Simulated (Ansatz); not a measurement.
# B2H4S2: the cost of one run

All numbers are computed with Ansatz 0.2.0, driven from Python. Level of theory: B3LYP+D3(BJ)/cc-pVDZ.

### 1 The system

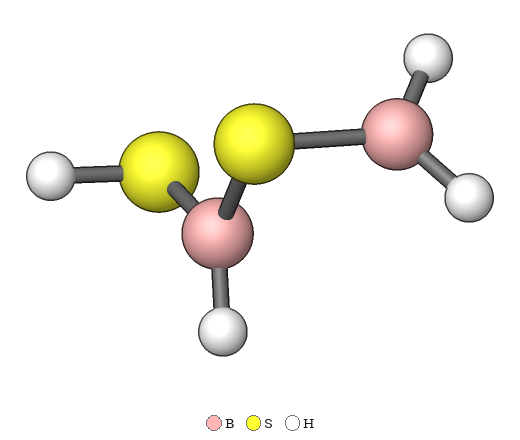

The starting structure, viewed from a chosen angle; boron pink, sulfur yellow, hydrogen white.

The script holds or builds the structure itself.

### 2 The script

b2h4s2.py

```python
"""Potential curve of B2H4S2 along one bond."""

import ansatz as az
import numpy as np

BASIS_SET = "cc-pVDZ"
FUNCTIONAL = "B3LYP"
VDW = "d3bj"

geometry_ang = [
    ("B", (-0.3401, 1.6099, -0.5532)),
    ("S", (0.944, 0.8965, 0.5231)),
    ("B", (0.4683, -0.8477, -0.0238)),
    ("S", (-0.6888, -1.829, 0.9675)),
    ("H", (-0.1392, 1.9505, -1.6972)),
    ("H", (-1.4757, 1.8389, -0.1359)),
    ("H", (1.0535, -1.3296, -0.9473)),
    ("H", (0.2701, -2.3467, 1.8109)),
]
molecule = az.Crystal.molecule()
for symbol, xyz in geometry_ang:
    molecule = molecule.atom(symbol, xyz)

symbols = [site.symbol for site in molecule.cartesian_sites]
start = np.array([site.position_ang for site in molecule.cartesian_sites])
axis = (start[3] - start[2]) / np.linalg.norm(start[3] - start[2])
moving = [3, 7]
lengths, energies = [1.595, 1.667, 1.74, 1.812, 1.885, 1.957, 2.03, 2.139], []
for length in lengths:
    xyz = start.copy()
    xyz[moving] += (length - np.linalg.norm(start[3] - start[2])) * axis
    point = az.Crystal.molecule()
    for symbol, place in zip(symbols, xyz):
        point = point.atom(symbol, place.tolist())
    job = point.calculation().basis(gaussian=BASIS_SET).functional(FUNCTIONAL, dispersion=VDW)
    r = job.run(threads=1, backend="cpu").report
    energies.append(r["free_energy_ev"])
    print(f"r = {length:6.3f} A  E = {energies[-1]:.5f} eV  <S^2> = {abs(r['mean_field']['state']['spin_squared']):.3f}")

# quartic fit about the minimum
fit = np.polynomial.Polynomial.fit(lengths, np.array(energies) - min(energies), 4).convert()
roots = [r.real for r in fit.deriv().roots() if abs(r.imag) < 1e-9 and fit.deriv(2)(r.real) > 0]
r_e = min(roots, key=lambda r: abs(r - lengths[int(np.argmin(energies))]))
print(f"minimum of the fit at {r_e:.4f} A, force constant {fit.deriv(2)(r_e):.2f} eV/A^2")
```

### 3 The calls as engine input

The package turns the script's settings into the engine's input (first run):

```yaml
crystal:
  periodic: [false, false, false]
  atoms:
    - { symbol: B, position_ang: [-0.3401, 1.6099, -0.5532] }
    - { symbol: S, position_ang: [0.944, 0.8965, 0.5231] }
    - { symbol: B, position_ang: [0.4683, -0.8477, -0.0238] }
    - { symbol: S, position_ang: [-0.5500488213789092, -1.7113295034302338, 0.8486303747583723] }
    - { symbol: H, position_ang: [-0.1392, 1.9505, -1.6972] }
    - { symbol: H, position_ang: [-1.4757, 1.8389, -0.1359] }
    - { symbol: H, position_ang: [1.0535, -1.3296, -0.9473] }
    - { symbol: H, position_ang: [0.4088511786210908, -2.2290295034302336, 1.6920303747583723] }
basis:
  gaussian:
    orbitals: cc-pVDZ
hamiltonian:
  xc: b3lyp
  dispersion: d3bj
```

### 4 Running it

On the command line:

```sh
> python b2h4s2.py
```

Q: Estimate wall time and peak memory on 1 thread of Arm Neoverse V2, shared host.

About 19 s, with a peak of 0.23 GiB.
